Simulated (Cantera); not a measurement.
Feed: 1 mol H2O, 0.71 mol SO2, equilibrated at 0.360 bar.

These are equilibrium values from Cantera (NASA tables, ideal gas, pure condensed phases), not measurements of a reactor. Candidate condensed phases: H2O, H2SO4, S; 19 gas species. The numbers say what is thermodynamically allowed, not how fast it happens.

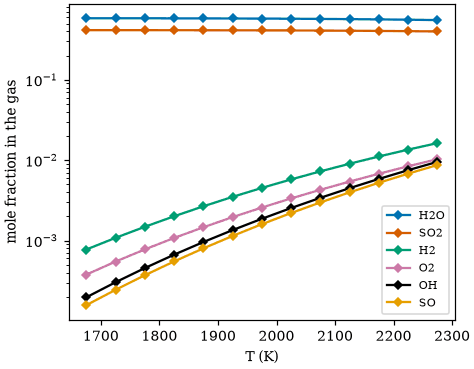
Equilibrium gas composition (values under 1e-9 drawn at 1e-9)

From 1675 K to 2275 K nothing is condensed.
